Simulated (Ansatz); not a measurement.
# CH5SSi−: energies and forces away from the minimum, part 2 of 2

Ansatz 0.2.0, Gaussian basis. The steps go on from the part before.

### Step 4. Structure 1, width 0.04 Å

File pbe-tzvppd/in.yaml:

```yaml
crystal:
  periodic: [false, false, false]
  atoms:
    - {symbol: Si, position_ang: [-0.809557, 0.309210, -0.105467]}
    - {symbol: C, position_ang: [0.989092, -0.229739, 0.061762]}
    - {symbol: S, position_ang: [0.936206, -1.487317, 1.382913]}
    - {symbol: H, position_ang: [-1.689834, -0.841879, -0.544367]}
    - {symbol: H, position_ang: [-1.073843, 1.356839, -1.236025]}
    - {symbol: H, position_ang: [-1.339043, 0.916748, 1.154176]}
    - {symbol: H, position_ang: [1.549545, 0.691258, 0.287700]}
    - {symbol: H, position_ang: [1.323590, -0.607140, -0.856640]}
basis:
  gaussian: {orbitals: "def2-TZVPPD.json"}
total_charge: -1
hamiltonian: {xc: pbe, dispersion: d4}
output: {forces: true}
```

r2scan-tzvppd/in.yaml, as changes to pbe-tzvppd/in.yaml:

```diff
-hamiltonian: {xc: pbe, dispersion: d4}
+hamiltonian: {xc: r2scan, dispersion: d4}
```

pbe0-tzvppd/in.yaml:

```diff
-hamiltonian: {xc: pbe, dispersion: d4}
-output: {forces: true}
+hamiltonian: {xc: pbe0, dispersion: d4}
+output: {forces: true, orbitals: {seedname: orbitals}}
```

wb97mv-tzvppd/in.yaml:

```diff
-hamiltonian: {xc: pbe, dispersion: d4}
+hamiltonian: {xc: {name: wB97M-V}}
```

ccsdt-tzvppd/in.yaml:

```diff
-hamiltonian: {xc: pbe, dispersion: d4}
+correlation: {method: ccsd_t}
```

Log of pbe-tzvppd, cut to the lines that bear on the results:

```text
Functional definition: PBE
  name "PBE"
  cite "Perdew, Burke & Ernzerhof, Phys. Rev. Lett. 77, 3865 (1996) doi:10.1103/PhysRevLett.77.3865"
  parent pbe
[...]
1092 factors; their error is unknown
[...]
mean field -19822.91519018 eV, -728.4786967847 hartree, gradient 1.2e-5 eV, S^2 0.000000; 0 other end points of the search recorded, 0 dependent functions left out
[...]
reference -19822.91524934 eV, -728.4786989586 hartree; 21, 21 occupied and 200, 200 virtual orbitals, 1092 factors
Total energy: -19823.11139632 eV, -728.4859072273 hartree
Atom 0 at    -0.809557     0.309210    -0.105467 Å, force     0.015884    -0.289416    -0.502283 eV/Å
Atom 1 at     0.989092    -0.229739     0.061762 Å, force    -1.245734     0.935883     1.420562 eV/Å
Atom 2 at     0.936206    -1.487317     1.382913 Å, force     0.048717    -0.003527     0.130368 eV/Å
Atom 3 at    -1.689834    -0.841879    -0.544367 Å, force     0.082125     0.154292     0.168048 eV/Å
Atom 4 at    -1.073843     1.356839    -1.236025 Å, force     0.069255    -0.103434     0.307170 eV/Å
Atom 5 at    -1.339043     0.916748     1.154176 Å, force    -0.026229     0.028099     0.013497 eV/Å
Atom 6 at     1.549545     0.691258     0.287700 Å, force     0.329146    -0.036419     0.147074 eV/Å
Atom 7 at     1.323590    -0.607140    -0.856640 Å, force     0.726834    -0.685477    -1.684437 eV/Å
Dipole moment:    -0.181980     0.577978    -0.538289 e Å
```

r2scan-tzvppd printed, cut to the lines that bear on the results:

```text
[... 5 set-up lines as earlier in the session ...]
[...]
1092 factors; their error is unknown
[...]
mean field -19831.10843031 eV, -728.7797928058 hartree, gradient 2.6e-5 eV, S^2 0.000000; 0 other end points of the search recorded, 0 dependent functions left out
[...]
reference -19831.10845105 eV, -728.7797935680 hartree; 21, 21 occupied and 200, 200 virtual orbitals, 1092 factors
Total energy: -19831.15447434 eV, -728.7814848925 hartree
Atom 0 at    -0.809557     0.309210    -0.105467 Å, force     0.009743    -0.319776    -0.514634 eV/Å
Atom 1 at     0.989092    -0.229739     0.061762 Å, force    -1.334749     1.066907     1.291012 eV/Å
Atom 2 at     0.936206    -1.487317     1.382913 Å, force     0.074838     0.064437     0.064180 eV/Å
Atom 3 at    -1.689834    -0.841879    -0.544367 Å, force     0.181635     0.295917     0.223042 eV/Å
Atom 4 at    -1.073843     1.356839    -1.236025 Å, force     0.108877    -0.219154     0.443963 eV/Å
Atom 5 at    -1.339043     0.916748     1.154176 Å, force     0.034644    -0.039377    -0.145309 eV/Å
Atom 6 at     1.549545     0.691258     0.287700 Å, force     0.247467    -0.239852     0.114412 eV/Å
Atom 7 at     1.323590    -0.607140    -0.856640 Å, force     0.677544    -0.609102    -1.476667 eV/Å
Dipole moment:    -0.209669     0.609748    -0.564354 e Å
```

pbe0-tzvppd printed, cut to the lines that bear on the results:

```text
[... 5 set-up lines as earlier in the session ...]
[...]
1147 factors; their error is unknown
[...]
mean field -19824.77745991 eV, -728.5471339350 hartree, gradient 1.7e-5 eV, S^2 0.000000; 0 other end points of the search recorded, 0 dependent functions left out
[...]
reference -19824.77750511 eV, -728.5471355959 hartree; 21, 21 occupied and 200, 200 virtual orbitals, 1147 factors
Total energy: -19824.94212354 eV, -728.5531852117 hartree
Atom 0 at    -0.809557     0.309210    -0.105467 Å, force     0.074006    -0.339320    -0.513890 eV/Å
Atom 1 at     0.989092    -0.229739     0.061762 Å, force    -1.327352     1.022454     1.380654 eV/Å
Atom 2 at     0.936206    -1.487317     1.382913 Å, force     0.055110     0.186392    -0.058555 eV/Å
Atom 3 at    -1.689834    -0.841879    -0.544367 Å, force     0.168110     0.281866     0.216215 eV/Å
Atom 4 at    -1.073843     1.356839    -1.236025 Å, force     0.120672    -0.235348     0.460020 eV/Å
Atom 5 at    -1.339043     0.916748     1.154176 Å, force     0.024921    -0.028125    -0.127058 eV/Å
Atom 6 at     1.549545     0.691258     0.287700 Å, force     0.218862    -0.271272     0.116379 eV/Å
Atom 7 at     1.323590    -0.607140    -0.856640 Å, force     0.665671    -0.616647    -1.473766 eV/Å
Dipole moment:    -0.218323     0.617680    -0.569394 e Å
```

wb97mv-tzvppd printed, cut to the lines that bear on the results:

```text
[... 5 set-up lines as earlier in the session ...]
  # Of w^i u^j: cxij and so on, Table III.
[...]
  gx(w, u) = 1 - cx + cx01*u + cx10*w
  gss(w, u) = css00 + css04*u^4 + css10*w + css20*w^2 + css43*w^4*u^3
  gos(w, u) = cos00 + cos10*w + (cos20 + cos21*u)*w^2 + (cos60 + cos61*u)*w^6
[...]
      + integral(e_c_pw_mod_opposite_spin*gos(b97_w_opposite, b97_u_opposite)) + vv10(b, c)
1097 factors; their error is unknown
307 factors; integrals over basis functions are off by at most 3.1e-5 eV
[...]
mean field -19831.30229383 eV, -728.7869171589 hartree, gradient 4.3e-5 eV, S^2 0.000000; 0 other end points of the search recorded, 0 dependent functions left out
[...]
reference -19831.30236640 eV, -728.7869198255 hartree; 21, 21 occupied and 200, 200 virtual orbitals, 1097 factors
Total energy: -19831.30236640 eV, -728.7869198255 hartree
Atom 0 at    -0.809557     0.309210    -0.105467 Å, force    -0.018163    -0.315820    -0.531047 eV/Å
Atom 1 at     0.989092    -0.229739     0.061762 Å, force    -1.353106     1.205408     1.171900 eV/Å
Atom 2 at     0.936206    -1.487317     1.382913 Å, force     0.072858     0.050760     0.081666 eV/Å
Atom 3 at    -1.689834    -0.841879    -0.544367 Å, force     0.245425     0.398857     0.256215 eV/Å
Atom 4 at    -1.073843     1.356839    -1.236025 Å, force     0.161740    -0.341847     0.576625 eV/Å
Atom 5 at    -1.339043     0.916748     1.154176 Å, force     0.071199    -0.083055    -0.261651 eV/Å
Atom 6 at     1.549545     0.691258     0.287700 Å, force     0.182487    -0.334323     0.100720 eV/Å
Atom 7 at     1.323590    -0.607140    -0.856640 Å, force     0.637560    -0.579980    -1.394429 eV/Å
Dipole moment:    -0.240088     0.643111    -0.588936 e Å
```

Output in ccsdt-tzvppd, cut to the lines that bear on the results:

```text
[... 4 set-up lines as earlier in the session ...]
[...]
1242 factors; integrals over basis functions are off by at most 7.0e-4 eV
[...]
mean field -19790.39009422 eV, -727.2834215545 hartree, gradient 3.0e-6 eV, S^2 0.000000; 0 other end points of the search recorded, 0 dependent functions left out
11 core orbitals not correlated: weight in the atoms' cores, before any rotation towards them, 1.000 or more for the frozen orbitals, at most 0.000 for the correlated occupied ones
reference -19790.39009422 eV, -727.2834215545 hartree; 10, 10 occupied and 200, 200 virtual orbitals, 1242 factors
too little memory for Intel AMX tiles; the run may be slower
second order -13.59087342 eV of doubles, -0.00000000 eV of singles
cycle   1  -14.33672655 eV  change   -7.5e-1 eV  update   9.0e-2
[...]
cycle  13  -14.81268196 eV  change    7.0e-7 eV  update   2.8e-6
perturbative correction -0.66569381 eV, -0.0244637961 hartree
[...]
working
working
working
working
Total energy: -19805.86846999 eV, -727.8522413724 hartree
Atom 0 at    -0.809557     0.309210    -0.105467 Å, force    -0.166754    -0.242343    -0.584646 eV/Å
Atom 1 at     0.989092    -0.229739     0.061762 Å, force    -1.248191     1.252309     1.101268 eV/Å
Atom 2 at     0.936206    -1.487317     1.382913 Å, force     0.089166    -0.115020     0.254630 eV/Å
Atom 3 at    -1.689834    -0.841879    -0.544367 Å, force     0.211947     0.343332     0.239005 eV/Å
Atom 4 at    -1.073843     1.356839    -1.236025 Å, force     0.148570    -0.305874     0.543583 eV/Å
Atom 5 at    -1.339043     0.916748     1.154176 Å, force     0.052691    -0.054461    -0.199034 eV/Å
Atom 6 at     1.549545     0.691258     0.287700 Å, force     0.236361    -0.263186     0.122554 eV/Å
Atom 7 at     1.323590    -0.607140    -0.856640 Å, force     0.676208    -0.614756    -1.477361 eV/Å
Dipole moment:    -0.247716     0.640175    -0.585820 e Å
```

Wall times: 1.9 s (pbe-tzvppd), 3.2 s (r2scan-tzvppd), 3.2 s (pbe0-tzvppd), 7 s (wb97mv-tzvppd), 5.3 min (ccsdt-tzvppd) on 2 threads, shared host; peak memory 3.2 GiB.

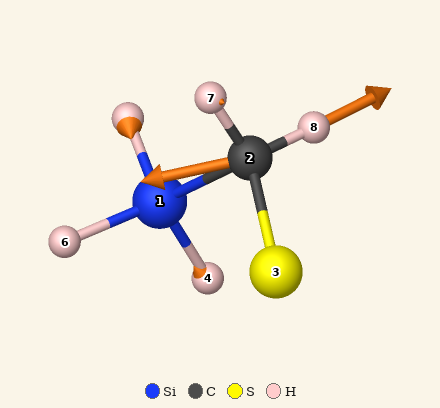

Forces at CCSD(T); the longest arrow is 2.08 eV/Å.

| method | RMS force component (eV/Å) | RMS error against CCSD(T) (eV/Å) | angle to CCSD(T) forces (°) |
| --- | --- | --- | --- |
| PBE-D4 | 0.610 | 0.159 | 15.0 |
| r2SCAN-D4 | 0.597 | 0.095 | 9.1 |
| PBE0-D4 | 0.603 | 0.133 | 12.7 |
| wB97M-V | 0.603 | 0.075 | 7.2 |
| CCSD(T) | 0.602 | reference | reference |

### Step 5. Structure 2, width 0.06 Å

File ccsdt-tzvppd/in.yaml:

```yaml
crystal:
  periodic: [false, false, false]
  atoms:
    - {symbol: Si, position_ang: [-0.809092, 0.262789, -0.093209]}
    - {symbol: C, position_ang: [1.045538, -0.190989, 0.040436]}
    - {symbol: S, position_ang: [0.924458, -1.437834, 1.329288]}
    - {symbol: H, position_ang: [-1.595415, -0.860638, -0.588437]}
    - {symbol: H, position_ang: [-1.049711, 1.356273, -1.131426]}
    - {symbol: H, position_ang: [-1.226462, 0.905230, 1.032268]}
    - {symbol: H, position_ang: [1.645440, 0.618639, 0.275729]}
    - {symbol: H, position_ang: [1.432265, -0.650878, -0.975008]}
basis:
  gaussian: {orbitals: "def2-TZVPPD.json"}
total_charge: -1
correlation: {method: ccsd_t}
output: {forces: true}
```

The program printed, cut to the lines that bear on the results:

```text
[... 4 set-up lines as earlier in the session ...]
[...]
1239 factors; integrals over basis functions are off by at most 1.2e-3 eV
[...]
mean field -19790.03072445 eV, -727.2702149589 hartree, gradient 3.2e-6 eV, S^2 0.000000; 0 other end points of the search recorded, 0 dependent functions left out
11 core orbitals not correlated: weight in the atoms' cores, before any rotation towards them, 1.000 or more for the frozen orbitals, at most 0.000 for the correlated occupied ones
reference -19790.03072445 eV, -727.2702149589 hartree; 10, 10 occupied and 200, 200 virtual orbitals, 1239 factors
too little memory for Intel AMX tiles; the run may be slower
second order -13.63601671 eV of doubles, -0.00000000 eV of singles
cycle   1  -14.36380909 eV  change   -7.3e-1 eV  update   8.9e-2
[...]
cycle  13  -14.83669711 eV  change    2.0e-7 eV  update   2.7e-6
perturbative correction -0.66772919 eV, -0.0245385952 hartree
[...]
working
working
working
working
Total energy: -19805.53515075 eV, -727.8399921162 hartree
Atom 0 at    -0.809092     0.262789    -0.093209 Å, force     2.461942    -0.578593    -2.553012 eV/Å
Atom 1 at     1.045538    -0.190989     0.040436 Å, force    -1.621502    -1.988607    -2.869254 eV/Å
Atom 2 at     0.924458    -1.437834     1.329288 Å, force     0.012162    -0.665112     0.830109 eV/Å
Atom 3 at    -1.595415    -0.860638    -0.588437 Å, force    -0.360381    -0.344796     0.069893 eV/Å
Atom 4 at    -1.049711     1.356273    -1.131426 Å, force    -0.104895    -0.072076    -0.109675 eV/Å
Atom 5 at    -1.226462     0.905230     1.032268 Å, force    -1.068601     0.986805     2.497095 eV/Å
Atom 6 at     1.645440     0.618639     0.275729 Å, force     1.322578     1.747553     0.501619 eV/Å
Atom 7 at     1.432265    -0.650878    -0.975008 Å, force    -0.641302     0.914826     1.633225 eV/Å
Dipole moment:    -0.289411     0.569373    -0.502040 e Å
```

It took 5.2 min on 2 threads, shared host; peak memory 3.2 GiB.

The other levels were run on the same coordinates; their logs were not kept, and their results stand in the tables.

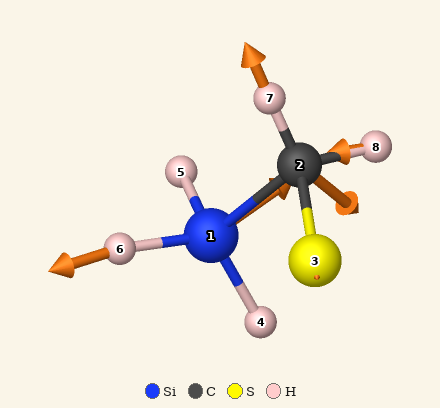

Forces at CCSD(T); the longest arrow is 3.85 eV/Å.

| method | RMS force component (eV/Å) | RMS error against CCSD(T) (eV/Å) | angle to CCSD(T) forces (°) |
| --- | --- | --- | --- |
| PBE-D4 | 1.397 | 0.155 | 6.4 |
| r2SCAN-D4 | 1.385 | 0.101 | 4.1 |
| PBE0-D4 | 1.403 | 0.139 | 5.7 |
| wB97M-V | 1.380 | 0.080 | 3.3 |
| CCSD(T) | 1.391 | reference | reference |

### Step 6. Structure 3, width 0.04 Å

File ccsdt-tzvppd/in.yaml:

```yaml
crystal:
  periodic: [false, false, false]
  atoms:
    - {symbol: Si, position_ang: [-0.824628, 0.313178, -0.133864]}
    - {symbol: C, position_ang: [1.028593, -0.296484, 0.028426]}
    - {symbol: S, position_ang: [0.920109, -1.467441, 1.346153]}
    - {symbol: H, position_ang: [-1.680959, -0.855858, -0.542198]}
    - {symbol: H, position_ang: [-1.124874, 1.391364, -1.159902]}
    - {symbol: H, position_ang: [-1.284296, 0.925635, 1.073294]}
    - {symbol: H, position_ang: [1.619541, 0.654117, 0.302295]}
    - {symbol: H, position_ang: [1.325246, -0.698304, -0.899164]}
basis:
  gaussian: {orbitals: "def2-TZVPPD.json"}
total_charge: -1
correlation: {method: ccsd_t}
output: {forces: true}
```

The program printed, cut to the lines that bear on the results:

```text
[... 4 set-up lines as earlier in the session ...]
[...]
1240 factors; integrals over basis functions are off by at most 9.0e-4 eV
[...]
mean field -19790.19134766 eV, -727.2761177529 hartree, gradient 2.5e-6 eV, S^2 0.000000; 0 other end points of the search recorded, 0 dependent functions left out
11 core orbitals not correlated: weight in the atoms' cores, before any rotation towards them, 1.000 or more for the frozen orbitals, at most 0.000 for the correlated occupied ones
reference -19790.19134766 eV, -727.2761177529 hartree; 10, 10 occupied and 200, 200 virtual orbitals, 1240 factors
too little memory for Intel AMX tiles; the run may be slower
second order -13.62971766 eV of doubles, -0.00000000 eV of singles
cycle   1  -14.35802071 eV  change   -7.3e-1 eV  update   9.0e-2
[...]
cycle  13  -14.83546249 eV  change    3.4e-7 eV  update   3.5e-6
perturbative correction -0.67048757 eV, -0.0246399638 hartree
[...]
working
working
working
working
Total energy: -19805.69729771 eV, -727.8459509072 hartree
Atom 0 at    -0.824628     0.313178    -0.133864 Å, force     1.251350    -1.042586    -0.988362 eV/Å
Atom 1 at     1.028593    -0.296484     0.028426 Å, force    -1.378375     3.160915     0.713153 eV/Å
Atom 2 at     0.920109    -1.467441     1.346153 Å, force     0.014153    -1.033166     1.081516 eV/Å
Atom 3 at    -1.680959    -0.855858    -0.542198 Å, force     0.081871     0.312638     0.149080 eV/Å
Atom 4 at    -1.124874     1.391364    -1.159902 Å, force     0.074364    -0.050845    -0.116773 eV/Å
Atom 5 at    -1.284296     0.925635     1.073294 Å, force    -0.348984     0.314687     1.001231 eV/Å
Atom 6 at     1.619541     0.654117     0.302295 Å, force    -0.421516    -1.288390    -0.592621 eV/Å
Atom 7 at     1.325246    -0.698304    -0.899164 Å, force     0.727136    -0.373253    -1.247224 eV/Å
Dipole moment:    -0.258673     0.623790    -0.592025 e Å
```

It took 5.4 min on 2 threads, shared host; peak memory 3.2 GiB.

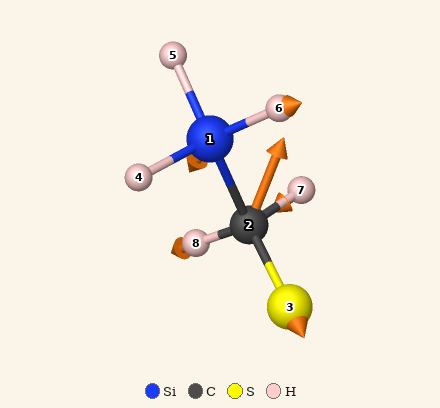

Forces at CCSD(T); the longest arrow is 3.52 eV/Å.

| method | RMS force component (eV/Å) | RMS error against CCSD(T) (eV/Å) | angle to CCSD(T) forces (°) |
| --- | --- | --- | --- |
| PBE-D4 | 0.963 | 0.177 | 10.1 |
| r2SCAN-D4 | 0.967 | 0.115 | 6.4 |
| PBE0-D4 | 0.977 | 0.144 | 8.2 |
| wB97M-V | 0.995 | 0.076 | 4.4 |
| CCSD(T) | 1.001 | reference | reference |

### Step 7. Structure 4, width 0.09 Å

File ccsdt-tzvppd/in.yaml:

```yaml
crystal:
  periodic: [false, false, false]
  atoms:
    - {symbol: Si, position_ang: [-0.884048, 0.352688, -0.033699]}
    - {symbol: C, position_ang: [1.048001, -0.253572, -0.077096]}
    - {symbol: S, position_ang: [0.885440, -1.480914, 1.335958]}
    - {symbol: H, position_ang: [-1.676396, -0.679622, -0.606547]}
    - {symbol: H, position_ang: [-1.219015, 1.483358, -1.257584]}
    - {symbol: H, position_ang: [-1.187649, 0.972813, 1.138022]}
    - {symbol: H, position_ang: [1.826584, 0.666425, 0.164987]}
    - {symbol: H, position_ang: [1.370136, -0.593466, -0.900266]}
basis:
  gaussian: {orbitals: "def2-TZVPPD.json"}
total_charge: -1
correlation: {method: ccsd_t}
output: {forces: true}
```

The program printed, cut to the lines that bear on the results:

```text
[... 4 set-up lines as earlier in the session ...]
[...]
1240 factors; integrals over basis functions are off by at most 1.0e-3 eV
[...]
mean field -19788.96828512 eV, -727.2311710337 hartree, gradient 3.1e-6 eV, S^2 0.000000; 0 other end points of the search recorded, 0 dependent functions left out
11 core orbitals not correlated: weight in the atoms' cores, before any rotation towards them, 1.000 or more for the frozen orbitals, at most 0.000 for the correlated occupied ones
reference -19788.96828512 eV, -727.2311710337 hartree; 10, 10 occupied and 200, 200 virtual orbitals, 1240 factors
too little memory for Intel AMX tiles; the run may be slower
second order -13.65323489 eV of doubles, -0.00000000 eV of singles
cycle   1  -14.38306476 eV  change   -7.3e-1 eV  update   9.3e-2
[...]
cycle  13  -14.88433346 eV  change    4.7e-7 eV  update   3.0e-6
perturbative correction -0.69146161 eV, -0.0254107454 hartree
[...]
working
working
working
working
Total energy: -19804.54408019 eV, -727.8035709448 hartree
Atom 0 at    -0.884048     0.352688    -0.033699 Å, force     3.736977     0.114283    -4.182109 eV/Å
Atom 1 at     1.048001    -0.253572    -0.077096 Å, force    -2.540500     5.257259     7.518037 eV/Å
Atom 2 at     0.885440    -1.480914     1.335958 Å, force     0.041019     0.395999    -0.582378 eV/Å
Atom 3 at    -1.676396    -0.679622    -0.606547 Å, force    -0.885905    -1.036213     0.102216 eV/Å
Atom 4 at    -1.219015     1.483358    -1.257584 Å, force     0.312561    -0.844401     1.398260 eV/Å
Atom 5 at    -1.187649     0.972813     1.138022 Å, force    -0.846368     1.054332     2.394605 eV/Å
Atom 6 at     1.826584     0.666425     0.164987 Å, force    -1.909031    -1.912137    -0.269323 eV/Å
Atom 7 at     1.370136    -0.593466    -0.900266 Å, force     2.091247    -3.029121    -6.379307 eV/Å
Dipole moment:    -0.286660     0.487634    -0.394175 e Å
```

Wall time 5.5 min (2 threads, shared host); peak memory 3.2 GiB.

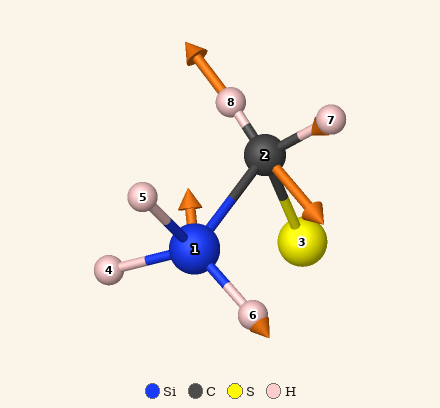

Forces at CCSD(T); the longest arrow is 9.52 eV/Å.

| method | RMS force component (eV/Å) | RMS error against CCSD(T) (eV/Å) | angle to CCSD(T) forces (°) |
| --- | --- | --- | --- |
| PBE-D4 | 2.861 | 0.152 | 3.1 |
| r2SCAN-D4 | 2.854 | 0.091 | 1.8 |
| PBE0-D4 | 2.896 | 0.131 | 2.5 |
| wB97M-V | 2.850 | 0.085 | 1.7 |
| CCSD(T) | 2.861 | reference | reference |

### Step 8. All structures together

Energy above the minimum (kJ/mol):

| structure | width (Å) | PBE-D4 | r2SCAN-D4 | PBE0-D4 | wB97M-V | Hartree-Fock | MP2 | CCSD | CCSD(T) |
| --- | --- | --- | --- | --- | --- | --- | --- | --- | --- |
| 1 | 0.04 | 7.5 | 8.7 | 8.8 | 9.6 | 8.7 | 9.7 | 9.1 | 8.9 |
| 2 | 0.06 | 42.0 | 41.1 | 41.5 | 40.2 | 43.4 | 40.0 | 41.4 | 41.1 |
| 3 | 0.04 | 22.9 | 24.5 | 24.6 | 26.0 | 27.9 | 25.1 | 26.0 | 25.4 |
| 4 | 0.09 | 132.0 | 136.3 | 140.1 | 139.4 | 145.9 | 140.9 | 139.3 | 136.7 |

What each level costs and misses (shared host):

| method | mean energy error from CCSD(T) (kJ/mol) | mean time a point |
| --- | --- | --- |
| PBE-D4 | 2.4 | 1.9 s |
| r2SCAN-D4 | 0.4 | 3.1 s |
| PBE0-D4 | 1.2 | 3.1 s |
| wB97M-V | 1.2 | 7 s |
| Hartree-Fock | 3.5 | part of the CCSD(T) run |
| MP2 | 1.6 | part of the CCSD(T) run |
| CCSD | 0.9 | part of the CCSD(T) run |
| CCSD(T) | 0 | 5.3 min |

The best functional, r2SCAN-D4, misses by 0.4 kJ/mol and takes 3.1 s a point, against 5.3 min for CCSD(T).

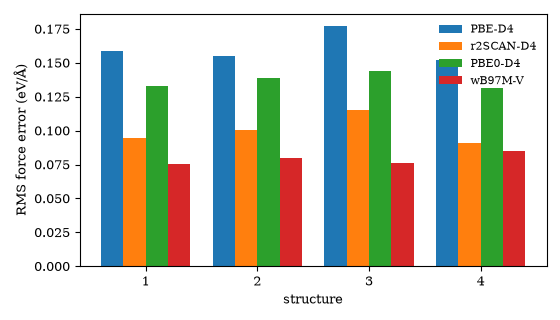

Force errors against CCSD(T).

### Step 9. Outcome

This closing draws on all 2 parts.

| quantity | value |
| --- | --- |
| energy above the minimum, CCSD(T) | 8.9, 41.1, 25.4, 136.7 kJ/mol |
| mean energy error | PBE-D4 2.4, r2SCAN-D4 0.4, PBE0-D4 1.2, wB97M-V 1.2, Hartree-Fock 3.5, MP2 1.6, CCSD 0.9 kJ/mol |
| mean RMS force error | PBE-D4 0.161, r2SCAN-D4 0.100, PBE0-D4 0.137, wB97M-V 0.079 eV/Å |
| largest T1 diagnostic | 0.013 |

r2SCAN-D4 gives the best energies and Hartree-Fock the worst. For forces wB97M-V is best, off by 5 % of the typical force, and PBE-D4 worst (11 %); with few structures and a triple-zeta reference, gaps of a few points rank nothing.
